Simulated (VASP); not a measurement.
## A VASP study of ZrGe2Mo (r2SCAN): structure first, properties next

Aim: relax ZrGe2Mo, then compute properties on the relaxed cell. The steps: rough relaxation of the start cell, full relaxation (r2SCAN), density, ELF and potential (r2SCAN) and bands along the symmetry lines (r2SCAN). The cell is invented: it takes the structure of a Materials Project entry for ZrMoC2 (space group 166 there), with some of its atoms replaced by other elements, volume scaled by an estimate. It may not be a known or stable phase.

Main program and level: VASP 6.6.1; r2SCAN; plane waves and PAW (Mo_sv, Zr_sv, Ge_d); invented cell.

**1. The structure**

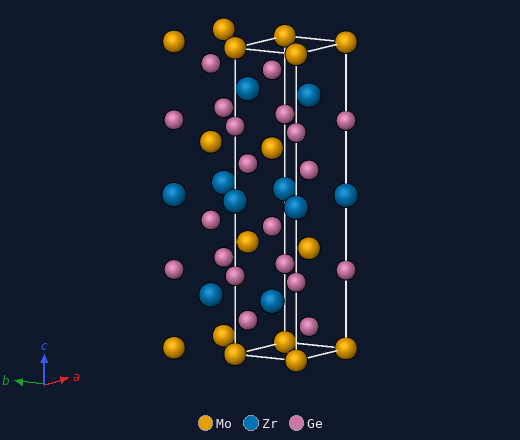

The starting structure, seen from a free direction (molybdenum orange, zirconium blue, germanium pink). 1×2×1 cells are drawn. This picture shows the conventional cell, with its axes. Some periodic images of atoms are drawn too.

**2. Rough relaxation of the start cell**

The start is only an estimate, so a cheap relaxation brings it near a minimum before any careful run. r2SCAN adds the kinetic-energy density, costs more than a GGA and is run with LASPH.

Input file INCAR:

```
SYSTEM = ZrGe2Mo
PREC = Normal
ENCUT = 410
EDIFF = 1E-05
NELM = 60
ISMEAR = 0
SIGMA = 0.05
LREAL = .FALSE.
ALGO = Normal
METAGGA = R2SCAN
LASPH = .TRUE.
NBANDS = 33
LORBIT = 11
LWAVE = .FALSE.
LCHARG = .FALSE.
KPAR = 2
IBRION = 2
NSW = 40
ISIF = 3
EDIFFG = -0.04
```

Input file POSCAR:

```
ZrGe2Mo
1.0
    1.7485110000      1.0095030000      5.7372860000
   -1.7485110000      1.0095030000      5.7372860000
    0.0000000000     -2.0190070000      5.7372860000
Mo Zr Ge
1 1 2
Direct
    0.0000000000      0.0000000000      0.0000000000
    0.5000000000      0.5000000000      0.5000000000
    0.2556410000      0.2556410000      0.2556410000
    0.7443590000      0.7443590000      0.7443590000
```

Input file KPOINTS:

```
Automatic mesh
0
Gamma
6 6 6
0 0 0
```

The projector-augmented-wave data sets are Mo_sv, Zr_sv and Ge_d (PBE family, release 64).

The run is started by

```bash
$ mpirun -np 2 vasp_std
```

Log:

```text
[banner, memory and clock lines left out]
running    2 mpi-ranks, on    1 nodes
[...]
|                                                                             |
|               ----> ADVICE to this user running VASP <----                  |
|                                                                             |
|     You enforced a specific xc type in the INCAR file but a different       |
|     [... a line on the potential file left out ...]
|     I HOPE YOU KNOW WHAT YOU ARE DOING!                                     |
|                                                                             |

 LDA part: xc-table for (None), standard interpolation
 POSCAR, INCAR and KPOINTS ok, starting setup
[...]
entering main loop
       N       E                     dE             d eps       ncg     rms          rms(c)
DAV:   1     0.476643028655E+03    0.47664E+03   -0.24566E+04  2739   0.363E+03
DAV:   2    -0.125440435530E+02   -0.48919E+03   -0.47773E+03  2144   0.779E+02
DAV:   3    -0.864719880583E+02   -0.73928E+02   -0.72824E+02  2959   0.198E+02
DAV:   4    -0.914256701229E+02   -0.49537E+01   -0.49093E+01  3124   0.474E+01
[...]
DAV:  12    -0.759768690304E+02   -0.14636E-03   -0.33501E-04  2954   0.178E-01    0.613E-02
DAV:  13    -0.759768828184E+02   -0.13788E-04   -0.41904E-05  1970   0.473E-02    0.190E-02
DAV:  14    -0.759768833290E+02   -0.51063E-06   -0.93659E-06  1238   0.249E-02
   1 F= -.75976883E+02 E0= -.75975377E+02  d E =-.759769E+02
[... from here on, the cycles between the ionic steps are left out ...]
   2 F= -.74673210E+02 E0= -.74670115E+02  d E =0.130367E+01
   3 F= -.77313633E+02 E0= -.77311747E+02  d E =-.133675E+01
   4 F= -.77323134E+02 E0= -.77321311E+02  d E =-.134625E+01
   5 F= -.77323763E+02 E0= -.77321967E+02  d E =-.134688E+01
[...]
hard stop encountered!  aborting job ...
[...]
|     The electronic self-consistency was not achieved in the given           |
[...]
soft stop encountered!  aborting job ...
   6 F= -.77330489E+02 E0= -.77328607E+02  d E =-.376324E-02
 deleting file STOPCAR
```

Elapsed: 17 min, on 2 MPI ranks of AMD EPYC 7R43, shared host; peak memory 0.32 GiB.

Lines that name or quote the potential files are left out of all logs, and their timing lines are given in words.

The run was stopped at its time limit, by a STOPCAR file.

By then 5 ionic steps had been finished.

The next step goes on from the cell that it reached.

**3. Full relaxation (r2SCAN)**

Properties are meant for the cell that this level of theory prefers, so cell and atoms are relaxed first (ISIF = 3) until forces and stress are small; EDIFFG sets the threshold.

Input file INCAR:

```
SYSTEM = ZrGe2Mo
PREC = Accurate
ENCUT = 410
EDIFF = 1E-06
NELM = 100
ISMEAR = 0
SIGMA = 0.05
LREAL = .FALSE.
ALGO = Normal
METAGGA = R2SCAN
LASPH = .TRUE.
NBANDS = 33
LORBIT = 11
LWAVE = .FALSE.
LCHARG = .FALSE.
KPAR = 2
IBRION = 2
NSW = 60
ISIF = 3
EDIFFG = -0.01
```

Input file POSCAR:

```
ZrGe2Mo
1.0
    1.8608881239      1.0743839263      6.1168963658
   -1.8608881239      1.0743839263      6.1168963658
    0.0000000000     -2.1487689832      6.1168963775
Mo Zr Ge
1 1 2
Direct
    0.0000000000      0.0000000000      0.0000000000
    0.5000000000      0.5000000000      0.5000000000
    0.2554355536      0.2554355536      0.2554355536
    0.7445644464      0.7445644464      0.7445644464
```

Input file KPOINTS:

```
Automatic mesh
0
Gamma
7 7 7
0 0 0
```

The run is started by

```bash
$ mpirun -np 2 vasp_std
```

Log:

```text
[banner, memory and clock lines left out]
running    2 mpi-ranks, on    1 nodes
 distrk:  each k-point on    1 cores,    2 groups
 distr:  one band on    1 cores,    1 groups

 POSCAR found type information on POSCAR MoZrGe
 POSCAR found :  3 types and       4 ions
 [... a notice as in an earlier step ...]

 LDA part: xc-table for (None), standard interpolation
 POSCAR, INCAR and KPOINTS ok, starting setup
 FFT: planning ... GRIDC
 FFT: planning ... GRID_SOFT
 FFT: planning ... GRID
 WAVECAR not read
 entering main loop
       N       E                     dE             d eps       ncg     rms          rms(c)
DAV:   1     0.493219305368E+03    0.49322E+03   -0.24512E+04  3592   0.345E+03
DAV:   2    -0.114600295921E+02   -0.50468E+03   -0.49386E+03  2952   0.783E+02
DAV:   3    -0.878206194259E+02   -0.76361E+02   -0.75166E+02  4057   0.199E+02
DAV:   4    -0.931771164892E+02   -0.53565E+01   -0.52951E+01  4294   0.484E+01
DAV:   5    -0.933700657993E+02   -0.19295E+00   -0.19274E+00  4320   0.760E+00    0.230E+01
DAV:   6    -0.778409593937E+02    0.15529E+02   -0.19844E+01  4032   0.339E+01    0.589E+00
DAV:   7    -0.778184539304E+02    0.22505E-01   -0.14343E+01  3990   0.147E+01    0.513E+00
DAV:   8    -0.773131417345E+02    0.50531E+00   -0.34257E+00  3495   0.581E+00    0.173E+00
DAV:   9    -0.773668507832E+02   -0.53709E-01   -0.19217E-01  3640   0.224E+00    0.666E-01
DAV:  10    -0.773744565221E+02   -0.76057E-02   -0.14723E-02  4027   0.965E-01    0.283E-01
DAV:  11    -0.773754412656E+02   -0.98474E-03   -0.56117E-03  4286   0.433E-01    0.101E-01
DAV:  12    -0.773754104314E+02    0.30834E-04   -0.64354E-04  3950   0.187E-01    0.446E-02
DAV:  13    -0.773754477508E+02   -0.37319E-04   -0.10748E-04  4042   0.782E-02    0.133E-02
DAV:  14    -0.773754503607E+02   -0.26099E-05   -0.16697E-05  3628   0.307E-02    0.444E-03
DAV:  15    -0.773754483157E+02    0.20450E-05   -0.69799E-07  1959   0.754E-03    0.179E-03
DAV:  16    -0.773754482604E+02    0.55326E-07   -0.41419E-07  1829   0.451E-03
   1 F= -.77375448E+02 E0= -.77374792E+02  d E =-.773754E+02
 curvature:   0.00 expect dE= 0.000E+00 dE for cont linesearch  0.000E+00
 trial: gam= 0.00000 g(F)=  0.795E-02 g(S)=  0.227E-03 ort = 0.000E+00 (trialstep = 0.100E+01)
 search vector abs. value=  0.817E-02
 bond charge predicted
       N       E                     dE             d eps       ncg     rms          rms(c)
DAV:   1    -0.773809627970E+02   -0.55145E-02   -0.18075E+00  3333   0.814E+00    0.421E-01
DAV:   2    -0.773844903317E+02   -0.35275E-02   -0.82153E-02  3527   0.161E+00    0.409E-01
DAV:   3    -0.773807321776E+02    0.37582E-02   -0.24692E-02  3622   0.610E-01    0.180E-01
DAV:   4    -0.773808099285E+02   -0.77751E-04   -0.14964E-03  3897   0.395E-01    0.353E-02
DAV:   5    -0.773807964745E+02    0.13454E-04   -0.13127E-04  4164   0.119E-01    0.160E-02
DAV:   6    -0.773807956152E+02    0.85937E-06   -0.15035E-05  3937   0.433E-02    0.709E-03
DAV:   7    -0.773807960112E+02   -0.39606E-06   -0.23967E-06  2512   0.153E-02
   2 F= -.77380796E+02 E0= -.77380287E+02  d E =-.534775E-02
 trial-energy change:   -0.005348  1 .order   -0.005389   -0.008174   -0.002604
 step:   1.5007(harm=  1.4675)  dis= 0.02078  next Energy=   -77.381443 (dE=-0.599E-02)
 bond charge predicted
       N       E                     dE             d eps       ncg     rms          rms(c)
DAV:   1    -0.773814701384E+02   -0.67452E-03   -0.45171E-01  3331   0.405E+00    0.210E-01
DAV:   2    -0.773823339402E+02   -0.86380E-03   -0.20414E-02  3670   0.823E-01    0.206E-01
DAV:   3    -0.773813811654E+02    0.95277E-03   -0.61679E-03  3642   0.296E-01    0.901E-02
DAV:   4    -0.773814026115E+02   -0.21446E-04   -0.36942E-04  3918   0.198E-01    0.183E-02
DAV:   5    -0.773813991334E+02    0.34781E-05   -0.33272E-05  4027   0.615E-02    0.819E-03
DAV:   6    -0.773813988558E+02    0.27762E-06   -0.30717E-06  2775   0.210E-02
   3 F= -.77381399E+02 E0= -.77380919E+02  d E =-.595060E-02
 curvature:  -0.73 expect dE=-0.902E-05 dE for cont linesearch -0.448E-05
 trial: gam= 0.00000 g(F)=  0.573E-05 g(S)=  0.662E-05 ort =-0.224E-03 (trialstep = 0.110E+01)
 search vector abs. value=  0.124E-04
 reached required accuracy - stopping structural energy minimisation
```

It took 36 min on 2 MPI ranks; peak memory 0.68 GiB; 69 min of CPU time.

From OUTCAR (step 3):

```text
ion  position               nearest neighbor table
   1  0.000  0.000  0.000-   4 2.58   4 2.58   3 2.58   3 2.58   4 2.58   3 2.58
   2  0.500  0.500  0.500-   3 2.70   3 2.70   4 2.70   4 2.70   3 2.70   4 2.70
   3  0.255  0.255  0.255-   1 2.58   1 2.58   1 2.58   2 2.70   2 2.70   2 2.70
   4  0.745  0.745  0.745-   1 2.58   1 2.58   1 2.58   2 2.70   2 2.70   2 2.70

  LATTYP: Found a trigonal (rhomboedric) cell.
 ALAT       =     6.4833345264
 COS(alpha) =     0.8352316949

 Subroutine GETGRP returns: Found 12 space group operations
 (whereof 12 operations were pure point group operations)

The static configuration has the point symmetry D_3d.

 Found     44 irreducible k-points:

   k-points           NKPTS =     44   k-points in BZ     NKDIM =     44   number of bands    NBANDS=     33

   dimension x,y,z NGX =    48 NGY =   48 NGZ =   48
   dimension x,y,z NGXF=    96 NGYF=   96 NGZF=   96

   ENCUT  =  410.0 eV  30.13 Ry    5.49 a.u.  10.70 10.70 10.70*2*pi/ulx,y,z

   NELECT =      54.0000    total number of electrons

 k-points in reciprocal lattice and weights: Automatic mesh
   0.00000000  0.00000000  0.00000000       0.003
   0.14285714  0.00000000  0.00000000       0.017
   0.28571429  0.00000000  0.00000000       0.017
   0.42857143  0.00000000  0.00000000       0.017
   0.14285714  0.14285714  0.00000000       0.017
   0.28571429  0.14285714  0.00000000       0.035
   0.42857143  0.14285714 -0.00000000       0.035
  -0.42857143  0.14285714  0.00000000       0.035
  -0.28571429  0.14285714  0.00000000       0.035
[...]
0.42857143  0.42857143  0.42857143       0.006
  -0.42857143  0.42857143  0.42857143       0.017

 average (electrostatic) potential at core
       1 -78.1073       2 -80.5211       3 -74.7290       4 -74.7290

 E-fermi :   9.1340

 k-point     1 :       0.0000    0.0000    0.0000
  band No.  band energies     occupation
    ...
     24       7.9800      2.00000
     25       7.9800      2.00000
     26       8.1361      2.00000
     27       9.0165      1.99911
     28       9.0165      1.99911
     29      10.7739      0.00000
     30      10.7739      0.00000
     31      11.4613      0.00000
     32      11.5055      0.00000
     33      11.5056      0.00000

 k-point     2 :       0.1429    0.0000    0.0000
  band No.  band energies     occupation
    ...
     24       7.3119      2.00000
     25       7.7366      2.00000
     26       7.8563      2.00000
     27       8.2635      2.00000
     28       9.1018      1.63649
     29      10.3633      0.00000
     30      10.4842      0.00000
     31      11.3067      0.00000
     32      11.5831      0.00000
     33      12.3171      0.00000

 k-point     3 :       0.2857    0.0000    0.0000
  band No.  band energies     occupation
    ...
     23       5.5858      2.00000
     24       6.1624      2.00000
     25       6.9132      2.00000
     26       7.3123      2.00000
     27       8.4661      2.00000
     28       9.2659      0.00019
     29      10.0211      0.00000
     30      10.7067      0.00000
     31      11.0678      0.00000
     32      11.9107      0.00000
    ...

  Total        0.0163608      0.0163608      0.0036826     -0.0000000     -0.0000000      0.0000000
  in kB        0.3569600      0.3569601      0.0803460     -0.0000000     -0.0000000      0.0000000
  external PRESSURE =       0.2647554 kB  Pullay stress =       0.0000000 kB

  energy-cutoff  :      410.00
  volume of cell :       73.43
      direct lattice vectors                 reciprocal lattice vectors
     1.859507994  1.073587107  6.130676493     0.268888330  0.155242744  0.054371388
    -1.859507994  1.073587107  6.130676493    -0.268888330  0.155242744  0.054371388
     0.000000000 -2.147175347  6.130676506     0.000000000 -0.310485487  0.054371360

 POSITION                                       TOTAL-FORCE (eV/Angst)
 -----------------------------------------------------------------------------------
      0.00000      0.00000      0.00000        -0.000000      0.000000      0.000000
      0.00000     -0.00000      9.19601         0.000000      0.000000      0.000000
      0.00000     -0.00000      4.71879        -0.000000      0.000000     -0.007707
      0.00000     -0.00000     13.67324        -0.000000     -0.000000      0.007707
 -----------------------------------------------------------------------------------
    total drift:                                0.000000      0.000000     -0.000000

  FREE ENERGIE OF THE ION-ELECTRON SYSTEM (eV)
  ---------------------------------------------------
  free  energy   TOTEN  =       -77.3813988558 eV

  energy  without entropy=      -77.3804396004  energy(sigma->0) =      -77.38091923

 reached required accuracy - stopping structural energy minimisation

 total charge
# of ion       s       p       d       tot
------------------------------------------
    1        2.251   6.139   3.961  12.350
    2        2.139   5.980   1.641   9.759
    3        1.132   1.428  10.041  12.601
    4        1.132   1.428  10.041  12.601
--------------------------------------------------
tot          6.653  14.976  25.683  47.312

[... 3 further parts left out ...]
```

The k-mesh is coarse for a metal. The PAW data sets were made with PBE, which is usual practice but a small mismatch for other functionals. The run keeps the 12 symmetry operations of its start, so it cannot find a distortion of lower symmetry.

The steps of the relaxation:

```
step  energy less that of the first step (eV)  largest force (eV/Å)  pressure (GPa)  volume (Å³)
   1                                   0.0000                0.2870            0.03        73.38
   2                                  -0.0053                0.0913            0.06        73.41
   3                                  -0.0060                0.0077            0.03        73.43
```

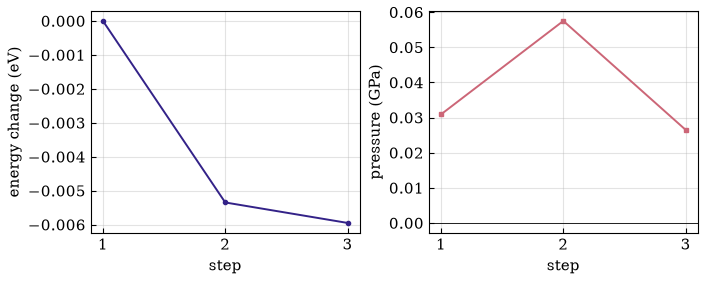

Energy and pressure along the relaxation.

```
conventional cell, symmetrised  before   after  change
                         a (Å)   3.722   3.719  -0.1 %
                         b (Å)   3.722   3.719  -0.1 %
                         c (Å)  18.351  18.392  +0.2 %
              volume (Å³/atom)   18.34   18.36  +0.1 %
```

The atoms that moved most (Å, as changes of fractional coordinates times the final cell):

```
atom     dx     dy      dz  length
 Ge3  0.000  0.000   0.021   0.021
 Ge4  0.000  0.000  -0.021   0.021
```

Final coordinates:

```xyz
4
Lattice="1.8595 1.0736 6.1307 -1.8595 1.0736 6.1307 0.0000 -2.1472 6.1307" Properties=species:S:1:pos:R:3 pbc="T T T"
Mo    0.0000    0.0000    0.0000
Zr    0.0000    0.0000    9.1960
Ge    0.0000    0.0000    4.7188
Ge    0.0000    0.0000   13.6732
```

This step gave:

```
electrons                       : 54
bands                           : 33
irreducible k-points            : 44
symmetry operations             : 12
free energy (TOTEN)             : -77.3814 eV
energy at zero smearing         : -77.3809 eV
Fermi energy                    : 9.134 eV
pressure                        : 0.02648 GPa
metallic                        : yes
SCF cycles over all ionic steps : 29
```

It ends with a largest force of 0.008 eV/Å and a pressure of 0.03 GPa.

(Continued in part 2 of 2.)

[Lines on the potential files, build, host, timing and source positions are cut from VASP's logs without a mark.]

[Logs are printed without paths, hosts, clocks, repeated set-up lines and the standing remarks that a program may print on its own settings, such as how far it seeks lower states.]

[Hosts, paths, dates, database ids (printed as entryN), source tags and the programs' standing remarks are cut or masked in the printed files.]

[A measured line is paired with the nearest computed mode of its activity, which favours agreement.]
